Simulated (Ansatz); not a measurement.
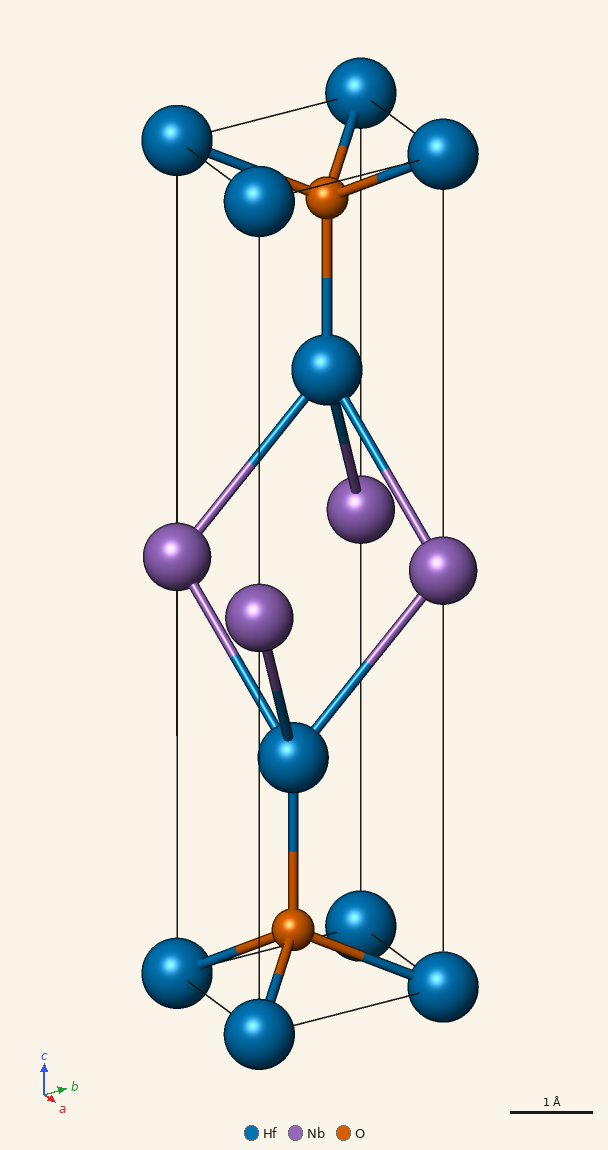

This ball-and-stick model is shown slightly off an axis. The parallelepiped is the simulation cell.

```
CELL_PARAMETERS angstrom
3.36287 0.00000 0.00000
-1.68143 2.91233 0.00000
0.00000 0.00000 10.57747
ATOMIC_POSITIONS crystal
Hf 0.33333 0.66667 0.71114
Hf 0.66667 0.33333 0.28886
Hf 0.00000 0.00000 0.00000
Nb 0.00000 0.00000 0.50000
O 0.33333 0.66667 0.91765
O 0.66667 0.33333 0.08235
```

The calculation used Ansatz, DFT PBE, scalar-relativistic, plane waves, PAW, with an energy cutoff of 420 eV, 12×12×4 k-mesh, Gaussian smearing of 0.1 eV, no spin polarisation.

> List the Bader charges.

Hf +0.53 to +2.23 e; Nb -0.45 e; O -1.43 e.

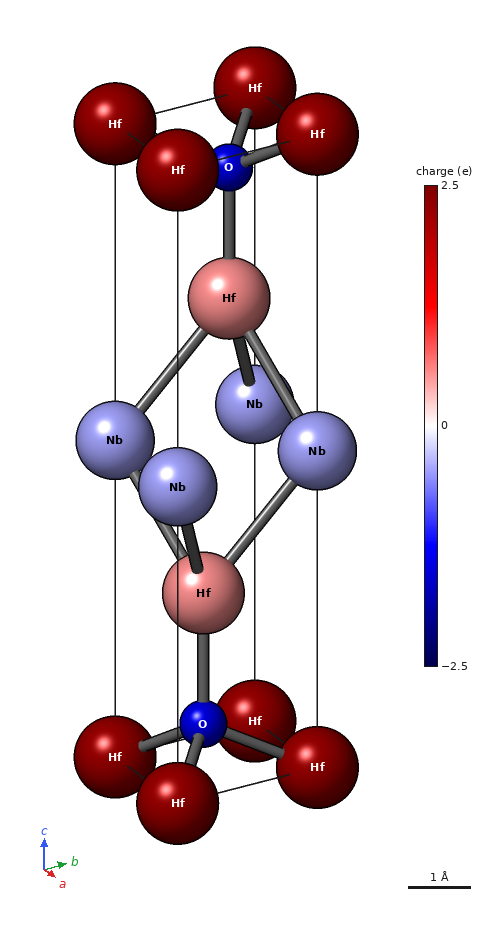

The atoms coloured by those charges.

The model was built from a structure type filled with these elements by a generator (whether the compound takes this form wasn't checked). Earlier steps of the study may have refined or changed the cell and positions. A calculation with Ansatz used it as input.
